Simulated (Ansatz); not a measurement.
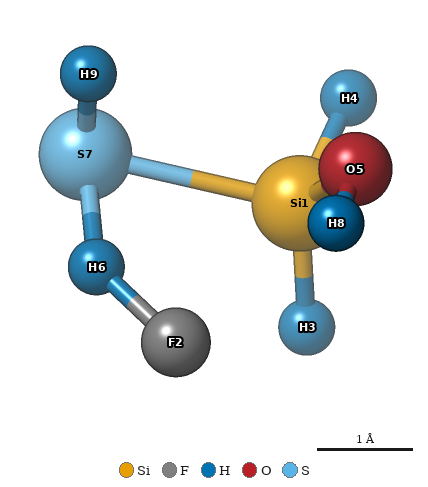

This is the input geometry for a constrained relaxation of SiH₅SOF. Style: ball-and-stick. Shown from a free direction.

The reaction that was planned forms Si1–S7, F2–H6 and breaks Si1–F2, H6–S7 (atoms numbered from 1 in input order).

Computed with RKS PBE0-D4/def2-SVP in Ansatz.

Input
```yaml
crystal:
  periodic: [false, false, false]
  atoms:
    - {symbol: Si, position_ang: [-0.876200, -0.242100, 0.127200]}
    - {symbol: F, position_ang: [0.672600, 0.692000, -1.460100]}
    - {symbol: H, position_ang: [-1.389800, -0.581700, -1.176000]}
    - {symbol: H, position_ang: [-1.509800, -0.899200, 1.259100]}
    - {symbol: O, position_ang: [-0.731300, 1.252700, 0.689100]}
    - {symbol: H, position_ang: [1.281900, -0.297400, -0.880100]}
    - {symbol: S, position_ang: [1.167900, -1.330800, 0.198000]}
    - {symbol: H, position_ang: [-0.313500, 1.920300, 0.140800]}
    - {symbol: H, position_ang: [1.698300, -0.513900, 1.102000]}
basis:
  gaussian: {orbitals: def2-SVP}
hamiltonian: {xc: pbe0, dispersion: d4}
relax: {f_tol: 0.04, max_steps: 150, escape_saddle: false, constraints: [{distance: [0, 6]}, {distance: [1, 5]}, {distance: [0, 1]}, {distance: [5, 6]}]}
```

Command:
```bash
ansatz run in.yaml --threads 4 --pin off --events-out ev --progress --plain --max-ram 9574MiB
```

What does the optimiser find from here?

Answer. The atom that moves furthest after the best rigid fit is H8 (0.32 Å). By element the largest moves are H 0.32 Å, F 0.17 Å, S 0.09 Å, O 0.08 Å, Si 0.03 Å. Among the contacts that change: Si1–H3 1.441 → 1.479 Å, Si1–O5 1.603 → 1.641 Å, Si1–H4 1.454 → 1.488 Å, S7–H9 1.329 → 1.353 Å. Among the angles between lasting bonds that change: Si1–O5–H8 119.2° → 104.1°, H3–Si1–H4 116.2° → 110.2°, H4–Si1–O5 100.8° → 105.2°. The energy falls by 20.0 kJ/mol in 7 geometry steps. Largest force component: 1.3 eV/Å at the start, 0.0098 eV/Å at the end. Cost: 27 s on 4 threads of Intel Xeon @ 2.50GHz, on a shared host.

The structure at the end:

```xyz
9

Si   -0.8597   -0.2456    0.1539
F     0.6247    0.8404   -1.3979
H    -1.4865   -0.6439   -1.1256
H    -1.5234   -0.9418    1.2889
O    -0.6986    1.3129    0.6413
H     1.2658   -0.1288   -0.8180
S     1.2049   -1.2967    0.1178
H    -0.1702    1.7312   -0.0695
H     1.6430   -0.6278    1.2090
```

After the run, drawn alike:

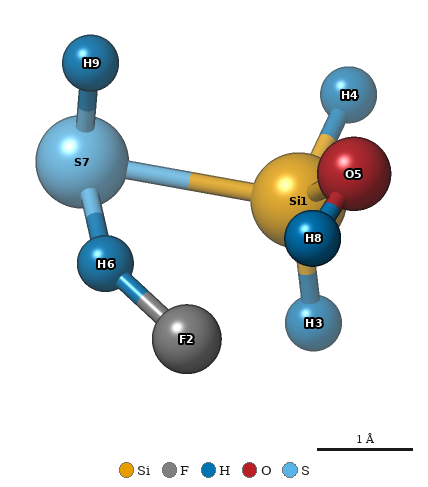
